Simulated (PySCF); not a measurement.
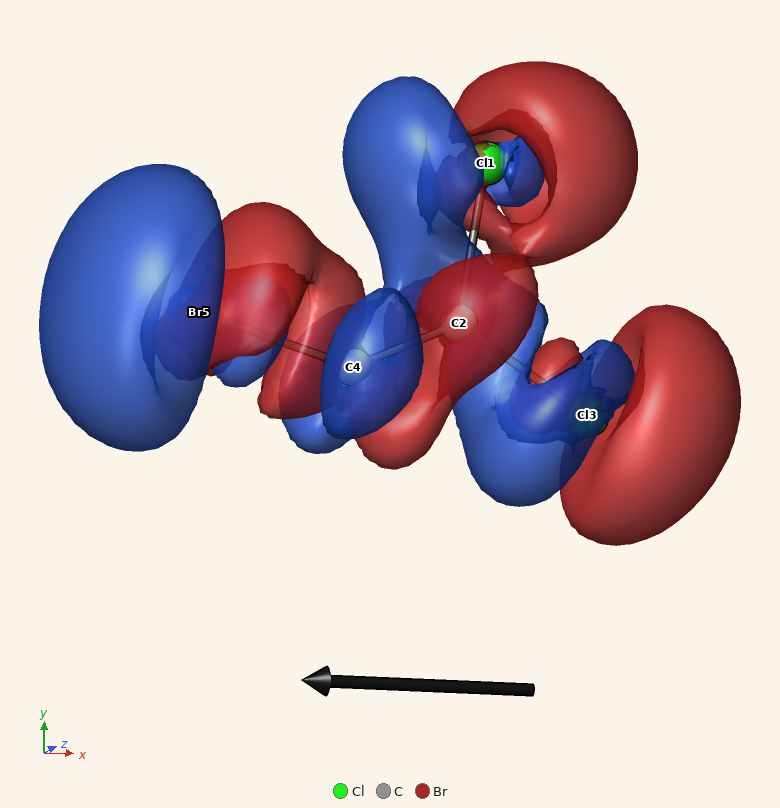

Figure 1: C$_{2}$BrCl$_{2}$, doublet, SMILES `ClC(Cl)=[C]Br`. Change of the electron density in a uniform field of 0.10 V/Å along −x (arrow), surfaces at ±0.0006 e/Å³ (red: gain, blue: loss).

Level of theory: HF/aug-cc-pVDZ (PySCF), at a geometry from GFN2-xTB. No frequency check shows the geometry to be a minimum. The stability of the open-shell solution wasn't checked. GFN2-xTB bond lengths at metals and heavier atoms can be off by up to 0.1 Å and shapes distorted, which carries into these values. GFN2-xTB doesn't know the spin state, so this open-shell geometry is rough.

Input script:

```python
import numpy as np
from pyscf import gto, scf, dft
from pyscf.scf import atom_ks, atom_hf
from scipy.linalg import block_diag

def solve(mol, dm0=None, hcore=None):
    mf = scf.UHF(mol) if mol.spin else scf.RHF(mol)
    mf = mf.density_fit(auxbasis='def2-universal-jkfit')
    mf.conv_tol, mf.max_cycle = 1e-8, 80
    if hcore is not None:
        mf.get_hcore = lambda *args: hcore
    mf.kernel(dm0)
    if not mf.converged:
        mf = mf.newton().run(mf.mo_coeff, mf.mo_occ, max_cycle=30)
    assert mf.converged, 'SCF not converged'
    return mf

mol = gto.M(atom='''
Cl     1.27839     1.61324     0.00000
C      0.98010    -0.13200     0.00000
Cl     2.41544    -1.06778     0.00000
C     -0.20526    -0.65632     0.00000
Br    -1.92698    -0.12979     0.00000
''', basis='aug-cc-pvdz', charge=0, spin=1, verbose=4)
field = np.array([0.002, 0.0, 0.0])  # atomic units
mol.set_common_orig(mol.atom_charges() @ mol.atom_coords() / mol.atom_charges().sum())
mf = solve(mol)
out = dict(dm0=mf.make_rdm1(), d0=mf.dip_moment(unit='AU'), e0=mf.e_tot)
for name, sign in (('p', 1), ('m', -1)):
    h = mf.get_hcore() + sign * np.einsum('x,xij->ij', field, mol.intor('int1e_r'))
    mi = solve(mol, mf.make_rdm1(), h)
    out.update({'dm' + name: mi.make_rdm1(), 'd' + name: mi.dip_moment(unit='AU'), 'e' + name: mi.e_tot})
# spherically averaged free atoms, for the promolecule
atm = scf.atom_hf.get_atm_nrhf(mol)
pro = block_diag(*[(atm[a[0]][2] * atm[a[0]][3]) @ atm[a[0]][2].T for a in mol._atom])
np.savez('result.npz', pro=pro, **out)
```

Run with:

```sh
OMP_NUM_THREADS=1 python input.py
```

The run took 23 s on 1 thread of Arm Neoverse V2 (shared host), peak memory 0.3 GiB.

Partitions, critical points and surface values were worked out afterwards from this run's density.

The field was applied in both directions; the picture shows the one opposite to the script's first.

Question: How large is the response?

Answer: The induced dipole is 0.48 D (along the field); α along this axis, from the fields in both directions, is 94 bohr³ (14.0 Å³).
